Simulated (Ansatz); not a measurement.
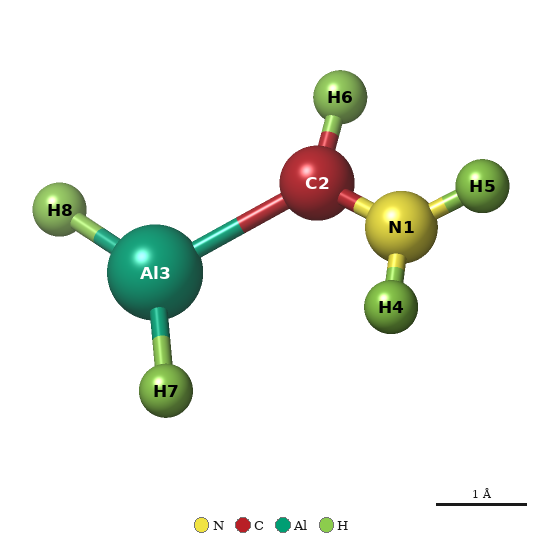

The view is orthographic, and the bar gives the scale. Charge +1, singlet. Computed geometry: PBE0-D4/def2-TZVP optimisation. No frequency run is at hand to confirm it as a minimum.

Reconstruct the coordinates (Å) as seen: x to the right, y up, z towards the viewer, origin at the mean of the atomic positions.

```xyz
8
CH5AlN
N    1.25   0.08   0.52
C    0.31   0.57  -0.20
Al  -1.49  -0.43  -0.41
H    1.13  -0.81   1.00
H    2.15   0.53   0.64
H    0.57   1.52  -0.67
H   -1.37  -1.74   0.44
H   -2.55   0.27  -1.32
```
